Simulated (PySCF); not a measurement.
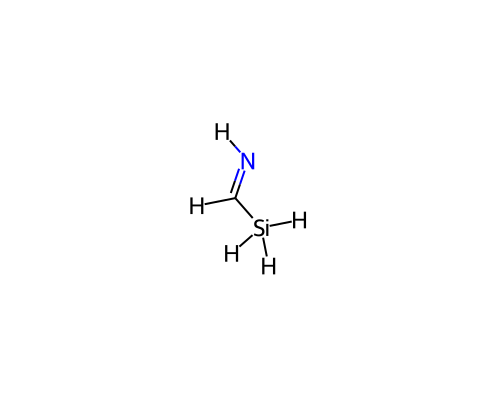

Question: Transcribe the drawing into SMILES.

Answer: [H]/N=C/[SiH3]

Question: What is the molecular formula?

Answer: CH5NSi.

More results for the same structure follow; atom numbers are the same in all pictures, views and colours differ. The geometry was computed by an optimisation with PBE0-D3(BJ)/def2-SVP. No frequency run is at hand to confirm it as a minimum.

## Geometry

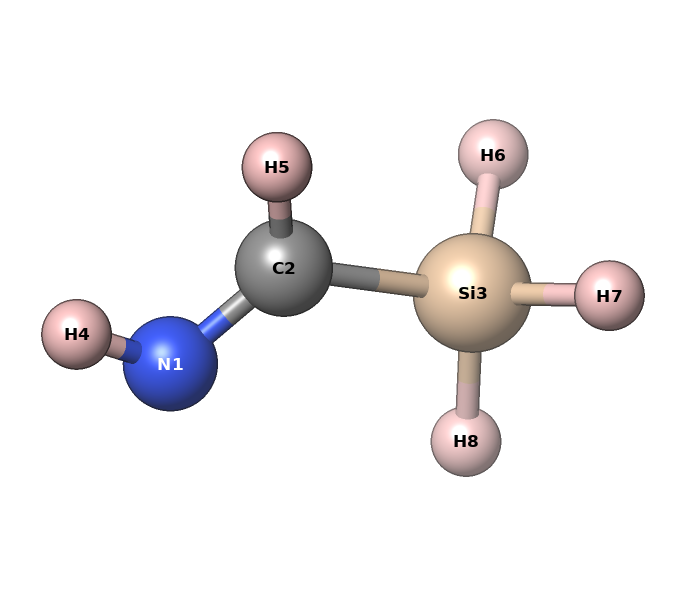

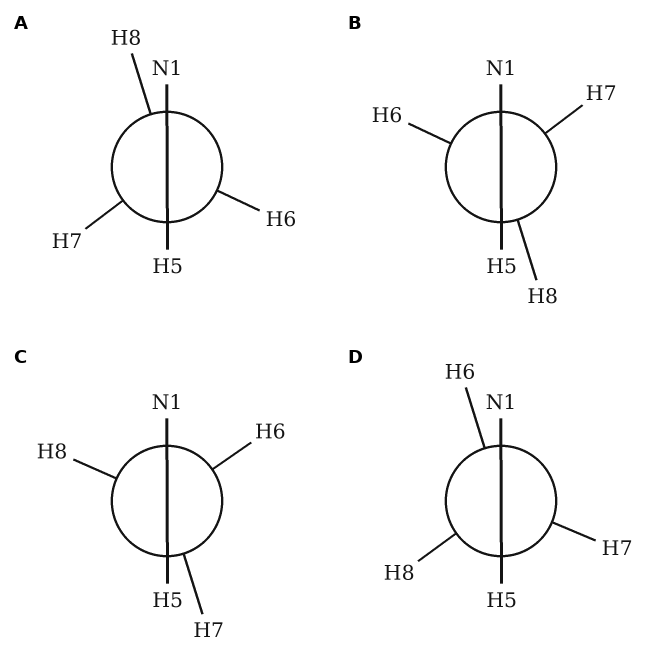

Depth is shown by fading: the farther an atom, the more it takes the colour of the background. Bonds that would overlap in a projection are set slightly apart. No frequency run is at hand to confirm it as a minimum.

Question: Which Newman projection shows the view along C2–Si3, with C2 in front?

Answer: A. The torsion angle N1–C2–Si3–H6 is 115°, anticlinal.

## Dipole moment

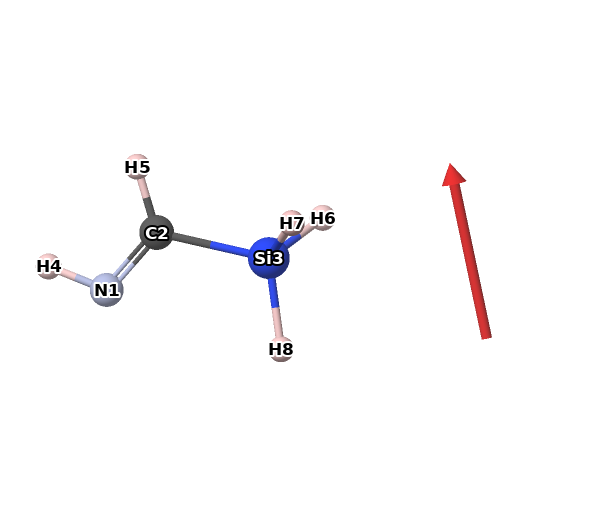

The arrow beside the molecule shows the direction of the dipole moment, from the negative to the positive end (its length means nothing). No frequency run is at hand to confirm it as a minimum. Level of theory: PBE0/pcSseg-2, gas phase (PySCF 2.14.0).

Question: How large is the dipole moment?

Answer: 1.83 D; it points from the side of H8 to the side of H5 (the outermost atoms at the two ends).

## NMR shielding

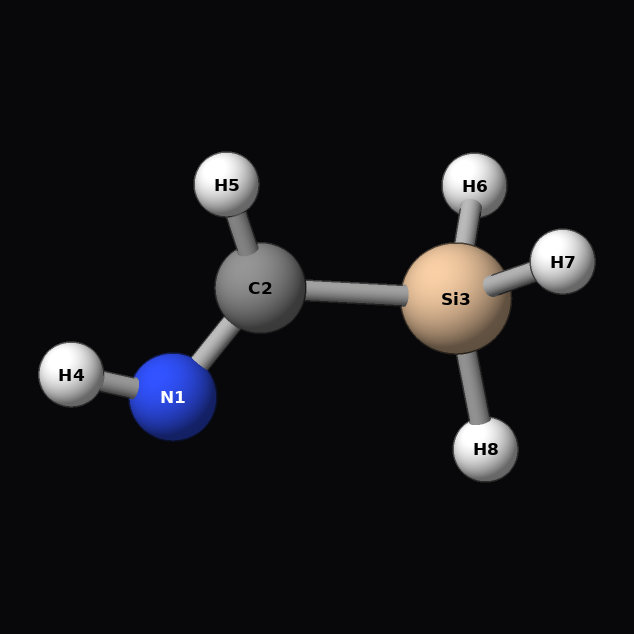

No frequency run is at hand to confirm it as a minimum. Properties computed with GIAO B97-2/pcSseg-2 NMR shielding, non-relativistic, gas phase (PySCF 2.14.0). Principal shieldings σ11 ≤ σ22 ≤ σ33, span Ω = σ33 − σ11, skew κ = 3(σiso − σ22)/Ω.

Give the shielding tensors of the Si atoms.

| atom | σ11 | σ22 | σ33 | σiso | Ω | κ |
| --- | --- | --- | --- | --- | --- | --- |
| Si3 | 378.3 | 423.6 | 452.5 | 418.1 | 74.3 | −0.22 |

Shieldings and span in ppm.

## Quadrupole coupling

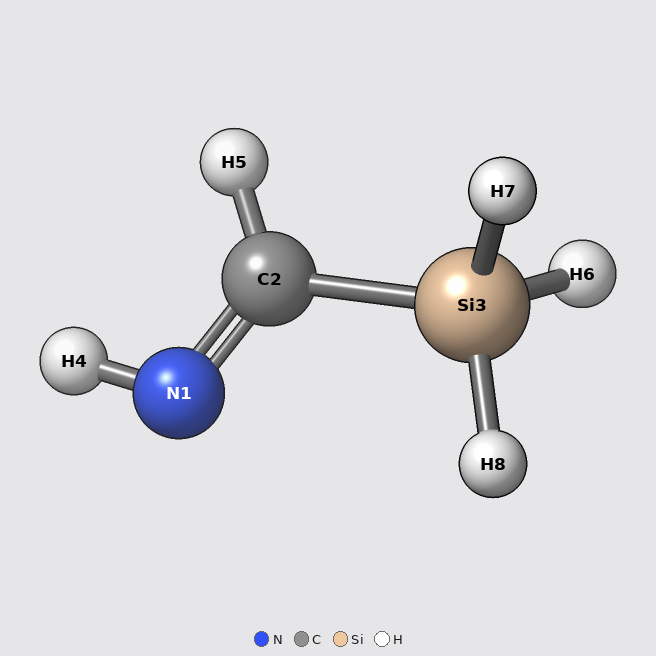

No frequency run is at hand to confirm it as a minimum. Electric field gradients from the ground-state density, PBE0/6-31G (PySCF 2.14.0), non-relativistic apart from any core potentials.

Give the largest field-gradient component, the quadrupole coupling constant and the asymmetry for 14N at N1 (Q = 20.44 mb), 2H at H4 (Q = 2.86 mb), 2H at H5 (Q = 2.86 mb).

| atom | V_zz (a.u.) | e²qQ/h (MHz) | η |
| --- | --- | --- | --- |
| N1 | −0.974 | −4.68 | 0.44 |
| H4 | 0.386 | 0.259 | 0.00 |
| H5 | 0.278 | 0.187 | 0.06 |
